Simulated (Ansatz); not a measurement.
## P2Ir (P2_1/c): the dielectric response by several routes

Aim: the electronic dielectric constant of P2Ir (P2_1/c) by perturbation theory, a sum over states and the RPA step of G0W0.

Main program and level: Ansatz 0.2.0; linear response on LDA, plane waves, PAW.

**1. The starting structure**

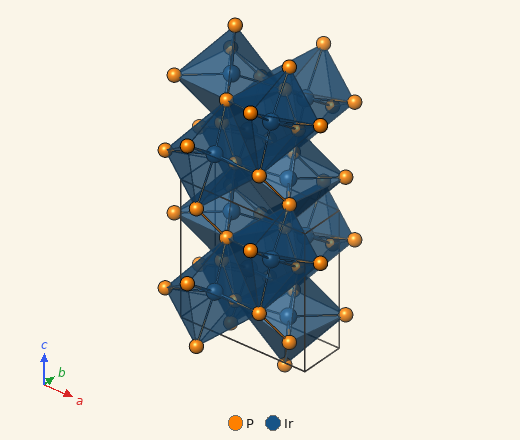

Start, viewed slightly off an axis; phosphorus orange, iridium blue. 1×1×2 cells are drawn. Some periodic images of atoms are drawn too.

The cell and positions are those that the Materials Project relaxed with its own functionals (PBE, PBE+U or r2SCAN), kept fixed. Spin-orbit coupling is left out unless a step names it. The default PAW set here is soft_2. Its files were made with PBE.

**2. Response to a homogeneous field**

ε∞ sets how strongly the crystal screens. Perturbation theory gives it with local fields and without a sum over empty bands.

This step: dielectric response by perturbation theory, LDA, plane waves, PAW.

File input.yaml:

```yaml
crystal:
  lattice:
    - [5.7723350975, 0.0, 0.0]
    - [0.0, 5.80673151, 0.0]
    - [-2.1284997265, 0.0, 5.4731408836]
  atoms:
    - { symbol: P, position: [0.1580067, 0.88188186, 0.87028772] }
    - { symbol: P, position: [0.8419933, 0.38188186, 0.62971228] }
    - { symbol: P, position: [0.8419933, 0.11811814, 0.12971228] }
    - { symbol: P, position: [0.1580067, 0.61811814, 0.37028772] }
    - { symbol: P, position: [0.33432299, 0.37720527, 0.18854639] }
    - { symbol: P, position: [0.66567701, 0.87720527, 0.31145361] }
    - { symbol: P, position: [0.66567701, 0.62279473, 0.81145361] }
    - { symbol: P, position: [0.33432299, 0.12279473, 0.68854639] }
    - { symbol: Ir, position: [0.27186641, 0.49883041, 0.79157869] }
    - { symbol: Ir, position: [0.72813359, 0.99883041, 0.70842131] }
    - { symbol: Ir, position: [0.72813359, 0.50116959, 0.20842131] }
    - { symbol: Ir, position: [0.27186641, 0.00116959, 0.29157869] }
kpoints:
  mp_grid: { grid: [4, 4, 4] }
hamiltonian:
  xc: lda
scf:
  occupations: { method: fixed }
dielectric: {}
```

Run with:

```console
$ ansatz run input.yaml --threads 24 --pin off --max-ram 82944MiB --backend cuda --events-out ev --progress --plain --runs-dir out --devices 1 --max-vram 78GiB
```

Numbers of over 12 decimals in the logs are rounded to 6 here.

The program printed:

```text
GPUs: using 1 of 1 available (devices: 1).
Engine: ansatz 0.2.0, aarch64-unknown-linux-gnu
Pseudopotentials: kind: paw
Pseudopotential: P, paw, valence charge 5, recommended cutoff 420 eV (normal), P.paw.azcp
Pseudopotential: Ir, paw, valence charge 17, recommended cutoff 420 eV (normal), Ir.paw.azcp
Functional definition: SPW92
  exchange = slater_x
  correlation = pw_c
concurrent solve slots: 18 of 24 are kept, ahead of what memory takes: no pass of the eigensolver takes more rounds on 18
[...]
Crystal: 12 atoms, lattice volume = 183.451 Å³
Basis set: ecut = 420 eV, 3599 PW (Γ), exchange–correlation on 80×80×80 points (8 copies of the dense FFT grid, shifted against one another)
Bands: 66, of which v1, the nominal top of the filled ones, is band 54 counted from 1 (53 counted from 0)
Symmetry: 4 space group operations
k-points: 36 of 64 (irreducible under 1 space group operation, time reversal used)
Non-local potential: P, projectors of the file, l = 0: 2, l = 1: 2, l = 2: 2
Non-local potential: Ir, projectors of the file, l = 0: 3, l = 1: 2, l = 2: 2, l = 3: 1
PAW form: soft (Blöchl's): semilocal exchange-correlation on the pseudo side does not see the compensation charge
PAW frozen core: P, regenerated for the run's functional, and the local potential with it (the file was generated under x = pbe(κ = 0.804, μ = 0.219515), c = pbe(β = 0.066725))
PAW frozen core: Ir, regenerated for the run's functional, and the local potential with it (the file was generated under x = pbe(κ = 0.804, μ = 0.219515), c = pbe(β = 0.066725))
PAW one-centre angular grid: P, 110 points (default); XC on 64 Gauss nodes
PAW one-centre angular grid: Ir, 590 points (default); XC on 64 Gauss nodes
Initial density: superposition of atomic densities (neutral atoms: chi_scale 0, normalization atom), corrected by the library's trained network
Initial wavefunctions: pseudopotential atomic-orbital guess
[...]
Functional: x = slater, c = lda
SCF iter   1: F=—  HF=-52471.018940 eV  |F-HF|=—  |Δ(HF+E_count)|=         —  Δρ=6.85e-3  dr2=5.32e-2  ethr=1.77e-3  ⟨swp⟩=4.9  Hψ=8354  notcnv=0  defer=347
preconditioner: auto → Resta (q_TF=auto, 2.498 Å⁻¹)  ε∞=9.2  [insulator: Δε(μ)=0.625 eV  Ē_g=8.342 eV  n_scr=52 (ndim 8)  ℏωp=23.9 eV  f_vac=0.000  ε∞_Penn≈9.2]
SCF iter   2: F=—  HF=-52471.008332 eV  |F-HF|=—  |Δ(HF+E_count)|=   1.06e-2  Δρ=3.77e-3  dr2=1.35e-2  ethr=4.93e-5  ⟨swp⟩=2.1  Hψ=3431  notcnv=0  defer=360
[...]
SCF iter   9: F=-52471.004921 eV  HF=-52471.004921 eV  |F-HF|=1.46e-11  |Δ(HF+E_count)|=  1.02e-10  Δρ=1.61e-7  dr2=3.25e-11  ethr=1.00e-12  ⟨swp⟩=12.7  Hψ=10924  notcnv=0
SCF 1 converged in 9 iterations: F = -52471.004921 eV  dr2 = 3.25e-11
  greatest PAW one-centre occupation: 1.000 electrons in one spin orbital (limit 2), on the Ir atom at site 11 (counted from 0), in its partial waves of l = 0
the response reads at least the filled bands of the reference SCF and the lowest empty band at each k-point, and that SCF's band table does not vouch for those bands. The notice of the band table in this run's record says why
[...]
NSCF: frozen V_eff on 1 k-points
[...]
NSCF: frozen V_eff on 1 k-points
[...]
DFPT response loops at Γ: preconditioner auto → Resta (q_TF=auto, 2.498 Å⁻¹)  ε∞=9.9 (no band partly filled); β = 1.00, the filter's whole step (`scf.mixing.beta` (0.50) is not read by the response loops at its default; to damp them type it under 1.00, their step now; it binds the ground state too); Broyden in place of MSR1
── the response to a field inside a basis, on 6×6×6 k-points: an SCF that follows is theirs, and a resumed run solves both again ──
[...]
Bands: 55, of which v1, the nominal top of the filled ones, is band 54 counted from 1 (53 counted from 0)
k-points: 54 of 216
[...]
Eigensolver: Dense (54 Hₖ)
SCF iter   1: F=—  HF=-52470.780318 eV  |F-HF|=—  |Δ(HF+E_count)|=         —  Δρ=4.04e-4  dr2=1.09e-4  ethr=1.00e-1
preconditioner: auto → Resta (q_TF=auto, 2.498 Å⁻¹)  ε∞=14.9  [insulator: Δε(μ)=0.751 eV  Ē_g=6.411 eV  n_scr=52 (ndim 8)  ℏωp=23.9 eV  f_vac=0.000  ε∞_Penn≈14.9]
SCF iter   2: F=—  HF=-52470.780318 eV  |F-HF|=—  |Δ(HF+E_count)|=   5.49e-7  Δρ=2.29e-4  dr2=3.62e-5  ethr=1.01e-7
SCF iter   3: F=—  HF=-52470.780320 eV  |F-HF|=—  |Δ(HF+E_count)|=   2.39e-6  Δρ=4.70e-5  dr2=6.63e-6  ethr=3.35e-8
SCF iter   4: F=—  HF=-52470.780319 eV  |F-HF|=—  |Δ(HF+E_count)|=   1.07e-6  Δρ=1.22e-5  dr2=2.40e-7  ethr=6.14e-9
SCF iter   5: F=-52470.780319 eV  HF=-52470.780319 eV  |F-HF|=2.10e-9  |Δ(HF+E_count)|=   2.89e-8  Δρ=1.75e-6  dr2=6.35e-9  ethr=2.22e-10
SCF 1 converged in 5 iterations: F = -52470.780319 eV  dr2 = 6.35e-9
[...]
DFPT response loops at Γ: preconditioner auto → Resta (q_TF=auto, 2.498 Å⁻¹)  ε∞=8.9 (no band partly filled); β = 1.00, the filter's whole step (`scf.mixing.beta` (0.50) is not read by the response loops at its default; to damp them type it under 1.00, their step now; it binds the ground state too); Broyden in place of MSR1
SCF converged after 9 iterations
Free energy (F): -52471.004921 eV
Harris-Foulkes:  -52471.004921 eV  (|F-HF|=1.46e-11)
Internal energy: -52471.004921 eV  (E = F + TS)
E sigma→0 (E₀):  -52471.004921 eV
Fermi energy:    13.767889 eV
--- Per-component energies (eV) ---
  E_band       = -822.401915
  E_kinetic    = 3074.110540
  E_local      = -8179.804650  (includes V_loc(G=0)·N_el)
  E_nonlocal   = 591.716659
  E_hartree    = 3205.446665
  E_xc         = -1565.589818
  E_vxc        = -1700.398032  (∫ρ·V_xc dr)
  E_paw        = -40132.717018  (= ΣΔE_a)
  E_vpaw       = -1018.919857  (= ΣTr[D̂ρ^β])
  E_aug_tail   = 0.000227  (compensation charges beyond the density's cutoff)
  E_ewald      = -9466.752748
  E_core_change = 2.585221  (= ΣΔE_core)
  E_smearing   = -0.000000  (= −TS)
  E_closure    = -0.000000  (closes the sum)
  Σ components = -52471.004921   (vs F -52471.004921, Δ=0.00e0)
--- Band table (eV; the first three rows and the last of 36) ---
  k-point 0: bands = [... 50 lower, 11.7532, 12.1566, 12.3436, 12.4760, 14.3842, 15.1850, 16.1156, 16.5010, ... 4 higher]
  k-point 1: bands = [... 50 lower, 11.9313, 12.0071, 12.5784, 12.9211, 14.6599, 15.1509, 16.1093, 16.2192, ... 4 higher]
  k-point 2: bands = [... 50 lower, 11.9370, 11.9370, 13.3082, 13.3082, 15.1219, 15.1219, 15.8258, 15.8258, ... 4 higher]
  k-point 35: bands = [... 50 lower, 12.9944, 12.9944, 13.7679, 13.7679, 15.3879, 15.3879, 16.1484, 16.1484, ... 3 higher]
--- Dielectric response (ions clamped): 3 representative field directions + reference, inside a basis on a mesh of 216 k-points (Σ response iterations 15) ---
  ε∞ (high-frequency dielectric tensor):
       16.215732    -0.000000     0.611987
       -0.000000    17.186967    -0.000000
        0.611987    -0.000000    16.892627
  Born effective charges Z* (e; rows j = field, columns β = displacement):
    site 0:
         2.14520    0.17836    0.56042
         0.17602    2.14215   -0.29170
        -0.11224   -0.15736    2.70839
    site 1:
         2.14520   -0.17836    0.56042
        -0.17602    2.14215    0.29170
        -0.11224    0.15736    2.70839
    site 2:
         2.14520    0.17836    0.56042
         0.17602    2.14215   -0.29170
        -0.11224   -0.15736    2.70839
    site 3:
         2.14520   -0.17836    0.56042
        -0.17602    2.14215    0.29170
        -0.11224    0.15736    2.70839
    site 4:
         2.93578   -0.20469   -0.25916
         0.05247    2.49783   -0.06224
         0.02993   -0.16850    2.50165
    site 5:
         2.93578    0.20469   -0.25916
        -0.05247    2.49783    0.06224
         0.02993    0.16850    2.50165
    site 6:
         2.93578   -0.20469   -0.25916
         0.05247    2.49783   -0.06224
         0.02993   -0.16850    2.50165
    site 7:
         2.93578    0.20469   -0.25916
        -0.05247    2.49783    0.06224
         0.02993    0.16850    2.50165
    site 8:
        -5.08098   -0.17819   -0.30126
        -0.76057   -4.63997    0.48753
         0.08231   -0.01511   -5.21004
    site 9:
        -5.08098    0.17819   -0.30126
         0.76057   -4.63997   -0.48753
         0.08231    0.01511   -5.21004
    site 10:
        -5.08098   -0.17819   -0.30126
        -0.76057   -4.63997    0.48753
         0.08231   -0.01511   -5.21004
    site 11:
        -5.08098    0.17819   -0.30126
         0.76057   -4.63997   -0.48753
         0.08231    0.01511   -5.21004
  Z* charge neutrality: 1.973e-2 e pre-enforcement
  solved inside a basis spanned on kpoints, on 6×6×6 k-points, its susceptibility summed on 10×8×10: ε∞ is read to err by 8.0e-2, Z* by 4.8e-2 e (field_mesh: kpoints solves on kpoints); Z* is corrected for what the basis lacks
```

Elapsed: 11 s, on 1 × NVIDIA GB200 (shared by 2 runs) with 24 threads of Arm Neoverse V2, shared host; peak memory 3.4 GiB; 98 s of CPU time.

Reading the cycles: dr2 is the Hartree energy of the density residual (eV), the measure of convergence; HF is the Harris–Foulkes estimate of the energy, which meets the free energy F at convergence.

Numbers from this step:

```
stated error of ε∞ : 0.08
```

One over ε∞ averages 0.06, well under the quarter of exact exchange in PBE0, which by this rule of thumb may open the gap too far.

High-frequency dielectric tensor:

```
16.22  0.00  0.61
 0.00 17.19  0.00
 0.61  0.00 16.89
```

Born effective charge (e), principal values of the symmetric part by kind of site:

| atom | atoms with these values | low | middle | high | mean |
| --- | --- | --- | --- | --- | --- |
| P1 | 4 | 1.85 | 2.32 | 2.83 | 2.33 |
| P5 | 4 | 2.35 | 2.61 | 2.97 | 2.65 |
| Ir9 | 4 | -5.39 | -5.27 | -4.27 | -4.98 |

In full for P5:

```
 2.94 -0.20 -0.26
 0.05  2.50 -0.06
 0.03 -0.17  2.50
```

**3. Independent-particle spectrum**

The independent-particle spectrum shows where the oscillator strength lies, before excitons and local fields.

This step: independent-particle optics on LDA, plane waves, PAW.

Changes to input.yaml since step 2:

```diff
@@ -24,2 +24,4 @@
   occupations: { method: fixed }
-dielectric: {}
+  n_extra_bands: 125
+output:
+  optics: { e_range: [0, 25], de: 0.1, sigma: 0.2 }
```

The program printed:

```text
[...]
GPUs: using 1 of 1 available (devices: 1).
[...]
Crystal: 12 atoms, lattice volume = 183.451 Å³
Basis set: ecut = 420 eV, 3599 PW (Γ)
Bands: 179, of which v1, the nominal top of the filled ones, is band 54 counted from 1 (53 counted from 0)
Symmetry: 4 space group operations
[...]
k-points: 30 of 64
[...]
SCF iter   1: F=—  HF=-52471.019041 eV  |F-HF|=—  |Δ(HF+E_count)|=         —  Δρ=6.83e-3  dr2=5.06e-2  ethr=1.77e-3  ⟨swp⟩=5.0  Hψ=18980  notcnv=0  defer=3683
[...]
SCF iter   6: F=—  HF=-52471.004920 eV  |F-HF|=—  |Δ(HF+E_count)|=   2.33e-6  Δρ=2.18e-5  dr2=1.17e-6  ethr=1.52e-8  ⟨swp⟩=2.0  Hψ=2807  notcnv=0  defer=3616
[...]
SCF iter   8: F=—  HF=-52471.004919 eV  |F-HF|=—  |Δ(HF+E_count)|=   1.20e-8  Δρ=1.20e-6  dr2=2.19e-9  ethr=6.27e-11  ⟨swp⟩=2.3  Hψ=2935  notcnv=0  defer=3616
[...]
SCF iter  10: F=-52471.004919 eV  HF=-52471.004919 eV  |F-HF|=0.00e0  |Δ(HF+E_count)|=  7.28e-12  Δρ=6.28e-8  dr2=5.05e-12  ethr=1.00e-12  ⟨swp⟩=13.1  Hψ=45923  notcnv=0
SCF 1 converged in 10 iterations: F = -52471.004919 eV  dr2 = 5.05e-12
[...]
Optics k sum: 0 of 30 k-points
Optics k sum: 2 of 30 k-points
[...]
Optics k sum: 17 of 30 k-points
[...]
SCF converged after 10 iterations
[...]
k-point 2: bands = [... 50 lower, 11.9370, 11.9370, 13.3082, 13.3082, 15.1219, 15.1219, 15.8258, 15.8258, ... 4 higher]
  k-point 29: bands = [... 50 lower, 12.9944, 12.9944, 13.7679, 13.7679, 15.3879, 15.3879, 16.1484, 16.1484, ... 3 higher]
```

Run time: 7 s. Hardware: 1 × NVIDIA GB200 (shared by 2 runs) with 24 threads; peak memory 4.1 GiB.

Numbers from this step:

| Quantity | Value |
| --- | --- |
| ε∞ without local fields (xx, yy, zz) | 16.98, 17.79, 17.67 |
| electrons in the f-sum (xx, yy, zz) | 87.66, 87.48, 87.50 |
| bands in the explicit sum (the static value is completed to all bands) | 179 |

The sum gives ε∞ = 16.98, 17.79 and 17.67 without local fields.

Independent particles, no local fields, Gaussian width 0.2 eV. Table of ε₂ by photon energy; read off at these points:

| photon energy (eV) | xx | yy | zz |
| --- | --- | --- | --- |
| 0.0 | 0 | 0 | 0 |
| 1.0 | 4.8e-4 | 0.00388 | 6.3e-4 |
| 2.0 | 6.78 | 8.29 | 7.74 |
| 3.0 | 15.1 | 12.3 | 17.3 |
| 3.7 | 22.9 | 24.6 | 29.1 |
| 4.0 | 23.2 | 29.0 | 27.4 |
| 4.2 | 24.5 | 29.3 | 25.1 |
| 5.0 | 17.3 | 17.5 | 14.2 |
| 6.0 | 12.8 | 13.0 | 10.4 |
| 7.0 | 10.0 | 9.30 | 8.89 |
| 8.0 | 7.46 | 6.38 | 7.48 |
| 9.0 | 5.44 | 5.70 | 5.74 |
| 10.0 | 3.60 | 4.22 | 3.70 |
| 11.0 | 3.20 | 3.51 | 3.76 |
| 12.0 | 2.68 | 2.55 | 2.91 |
| 13.0 | 2.14 | 1.88 | 2.36 |
| 14.0 | 1.74 | 1.52 | 1.86 |
| 15.0 | 1.39 | 1.23 | 1.52 |
| 16.0 | 1.02 | 0.893 | 1.09 |
| 17.0 | 0.811 | 0.752 | 0.822 |
| 18.0 | 0.690 | 0.651 | 0.694 |
| 19.0 | 0.612 | 0.615 | 0.608 |
| 20.0 | 0.592 | 0.546 | 0.539 |
| 21.0 | 0.482 | 0.456 | 0.445 |
| 22.0 | 0.439 | 0.425 | 0.412 |
| 23.0 | 0.439 | 0.402 | 0.386 |
| 24.0 | 0.408 | 0.392 | 0.368 |
| 25.0 | 0.372 | 0.377 | 0.339 |

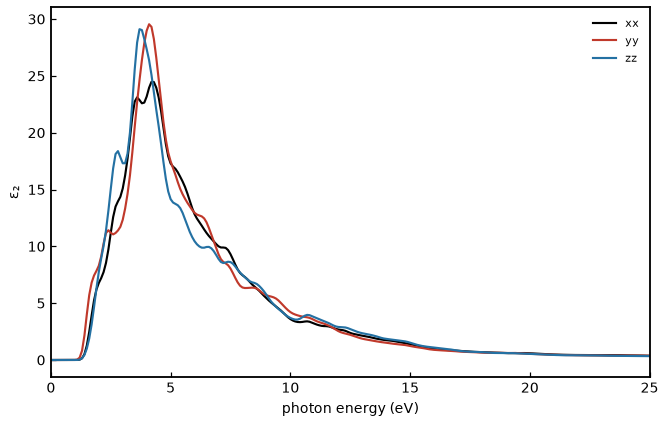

ε₂, plotted against photon energy.

The loss function has structure finer than the step of the table below, so its rows give means over 2 eV, whole bins alone (the curve runs from 0 to 25 eV). Peaks (eV: height): yy 23.2: 2.48; zz 23.3: 2.65.

Independent particles, no local fields, Gaussian width 0.2 eV. Loss function against photon energy; means over each step:

| photon energy (eV) | xx | yy | zz |
| --- | --- | --- | --- |
| 2 | 0.0106 | 0.0134 | 0.0108 |
| 4 | 0.0365 | 0.0325 | 0.0386 |
| 6 | 0.0736 | 0.0717 | 0.0874 |
| 8 | 0.103 | 0.115 | 0.115 |
| 10 | 0.159 | 0.151 | 0.174 |
| 12 | 0.225 | 0.194 | 0.219 |
| 14 | 0.298 | 0.288 | 0.284 |
| 16 | 0.422 | 0.441 | 0.383 |
| 18 | 0.792 | 0.853 | 0.706 |
| 20 | 1.35 | 1.42 | 1.29 |
| 22 | 2.16 | 2.28 | 2.28 |
| 24 | 2.30 | 2.25 | 2.53 |

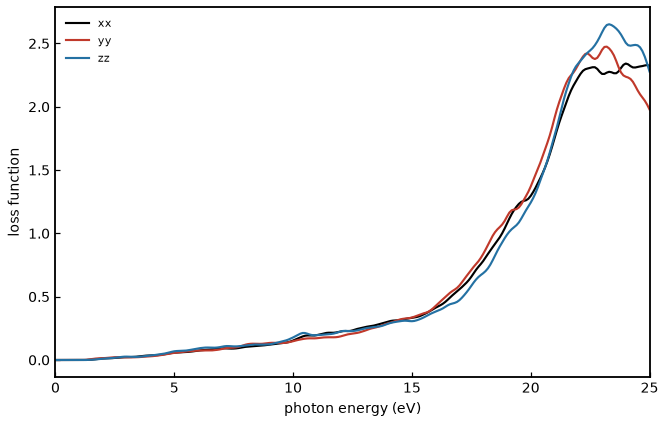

Loss function, plotted against photon energy.

(Part 1 of 2 ends here.)

[Paths, hosts, dates, memory and timing lines, banners, echoed tables and standing remarks are left out of the program output.]

[Logs are printed without paths, hosts, clocks, repeated set-up lines and the standing remarks that a program may print on its own settings, such as how far it seeks lower states.]

[Runs of the session that timed out or met a known fault of the program may be left out.]

[Cells called generated may have been cut or substituted from an entry of the Crystallography Open Database or the Materials Project.]

[Hosts, paths, dates, database ids (printed as entryN), source tags and the programs' standing remarks are cut or masked in the printed files.]
